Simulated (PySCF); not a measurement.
Molecule: Si(CCH)2(Cl)(H), C₄H₃ClSi, SMILES C#C[SiH](Cl)C#C. Atoms near the plane z = 0.0 Å, at the CAM-B3LYP/def2-SVP optimised geometry (x, y, z in Å): Si1 (-1.8, -0.7, 0.0), C5 (0.0, -0.7, 0.0), C6 (1.2, -0.7, 0.0), H7 (-2.3, 0.7, 0.0), H9 (2.3, -0.7, 0.0).

Calculation: CAM-B3LYP/def2-TZVP (PySCF). Cells within 0.4 Å of a nucleus heavier than hydrogen are left out (blank, or x). The values are rescaled to run from 0 to 1.

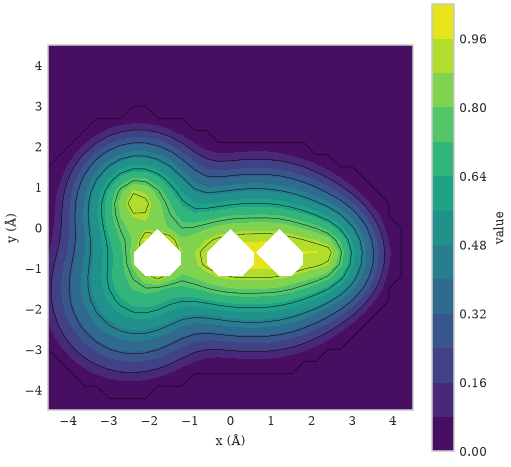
Figure. a field on the plane z = 0.0 Å.

Task: Which quantity is mapped?
A. Laplacian of the electron density
B. deformation density (molecule minus spherical neutral atoms)
C. log10 of the electron density
D. electrostatic potential

Result: C, log10 of the electron density. In full: log10 of the electron density (e/bohr³), floored at −4.
